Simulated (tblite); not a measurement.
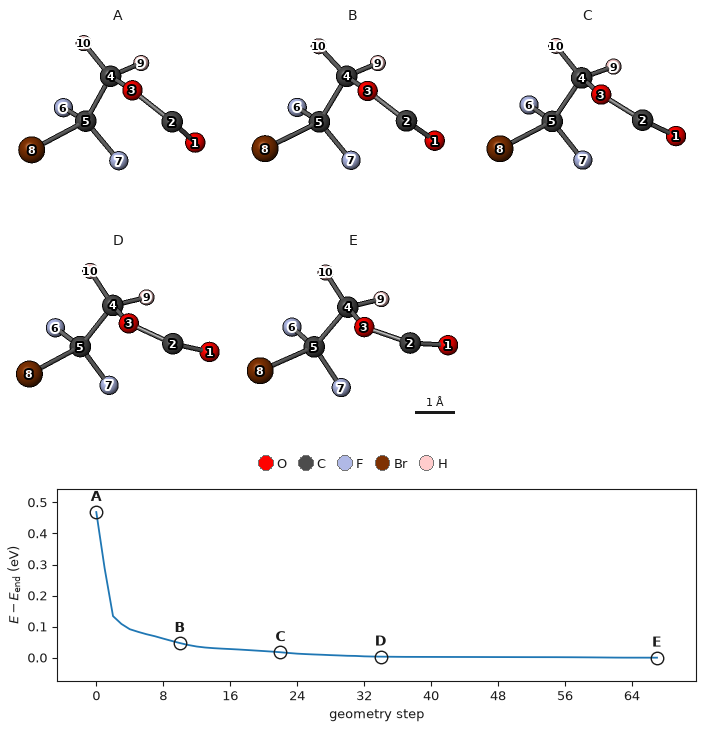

Frames of a relaxation of C₃H₂BrF₂O₂ (multiplicity 2), marked on the history of the run. The picture is a ball-and-stick view, seen at a tilt.

Level of theory: tblite 0.8.0, GFN2-xTB geometry optimisation, gas phase. 

### Describe the path.

The energy falls by 0.469 eV in 67 geometry steps. The atom that moves furthest after the best rigid fit is O1 (0.81 Å). Largest moves by element: O 0.81 Å, F 0.42 Å, H 0.32 Å, Br 0.20 Å, C 0.20 Å. Near-neighbour distances that change, for instance: C5–F6 1.409 → 1.342 Å, O3–C4 1.402 → 1.464 Å, C2–O3 1.330 → 1.279 Å, O1–C2 1.231 → 1.190 Å. Among the angles between lasting bonds that change: O1–C2–O3 126.0° → 135.9°, H9–C4–H10 105.8° → 111.4°, O3–C4–H10 111.6° → 107.2°. Groups turn about O3–C4 by about 35°. From step 0 to 10: O1 moves most (0.18 Å), energy −0.422 eV. From step 10 to 22: O1 moves most (0.24 Å), energy −0.030 eV. From step 22 to 34: O1 moves most (0.26 Å), energy −0.014 eV. From step 34 to 67: O1 moves most (0.19 Å), energy −0.003 eV.
